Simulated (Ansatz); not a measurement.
The calculation's input:

```
crystal:
  periodic: [false, false, false]
  atoms:
    - { symbol: Al, position_ang: [0.0, 0.0, 0.0] }
    - { symbol: F, position_ang: [0.0, 0.0, 1.69] }
    - { symbol: "N", position_ang: [1.6627, 0.0, -0.96] }
    - { symbol: H, position_ang: [2.1293, -0.9179, -1.2118] }
    - { symbol: H, position_ang: [2.1141, 0.9179, -1.2382] }
    - { symbol: "N", position_ang: [-1.6627, 0.0, -0.96] }
    - { symbol: H, position_ang: [-2.3316, -0.8164, -0.8614] }
    - { symbol: H, position_ang: [-1.9118, 0.8164, -1.5886] }
basis:
  gaussian: { orbitals: def2-SVP }
hamiltonian:
  xc: blyp
  dispersion: d4
relax:
  f_tol: 0.02
  max_steps: 40
output:
  orbitals: {}
```

Launched as:

```sh
ansatz run input.yaml --threads 1 --pin off --max-ram 2048MiB --backend cpu --events-out ev --progress --plain --runs-dir out
```

The fields are those of the run's last geometry, not of the input's.

The calculation used Ansatz, RKS BLYP-D4/def2-SVP.

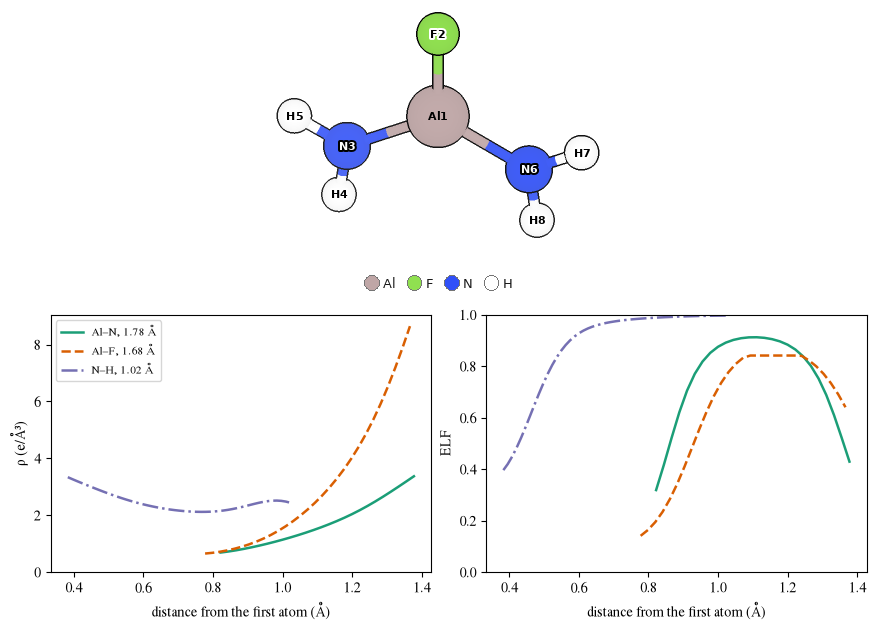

AlFH₄N₂. Total electron density and ELF along straight lines between neighbouring atoms. The curves leave out the atomic cores. The structure is drawn too.

> What can be read from the curves?

Al–N (1.78 Å): ρ is about 0.82 e/Å³ halfway; the ELF peaks at about 0.90 in the valence shell of N, 0.7 Å from its nucleus, and is about 0.60 at the midpoint.
Al–F (1.68 Å): the density is about 0.76 e/Å³ at the midpoint; the ELF peaks at about 0.85 in the valence shell of F, 0.6 Å from its nucleus, and is about 0.25 at the midpoint.
N–H (1.02 Å): the density is about 2.7 e/Å³ at the midpoint; the ELF climbs to about 1 towards the hydrogen, as it does in any bond to H: a covalent bond by its length.
